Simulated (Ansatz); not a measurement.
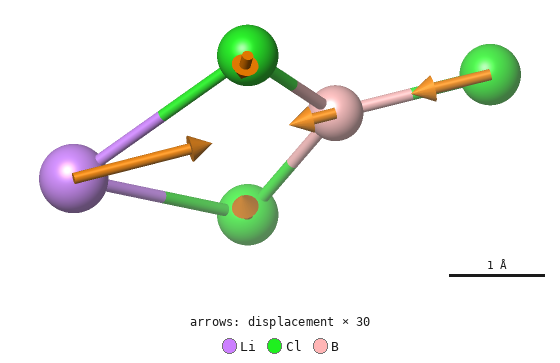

A relaxation of LiBCl₃ (charge +1). The starting structure is drawn; orange arrows show the displacements, magnified 30 times. The two geometries are superimposed by the best rigid fit.

A ball-and-stick model, seen from a free direction.

Level of theory: RKS PBE0-D4/def2-TZVP in Ansatz 0.2.0. (force threshold 0.005 eV/Å; at most 200 steps)

Q: Which element moves most?

A: Lithium: up to 0.051 Å, against 0.029 Å for chlorine.

Q: What happened in the run?

A: The energy falls by 1.60 kJ/mol in 4 accepted moves (5 points after the start). Largest force component: 0.4 eV/Å at the start, 0.00064 eV/Å at the end. The line search rejected the trial step at point 2 of the run. The largest move after the best rigid fit is that of the Li atom, 0.051 Å. By element the largest moves are Li 0.051 Å, Cl 0.029 Å, B 0.017 Å. Among the contacts that change: Cl–Li 2.436 → 2.386 Å, B–Cl 1.790 → 1.771 Å, B–Cl 1.701 → 1.689 Å.
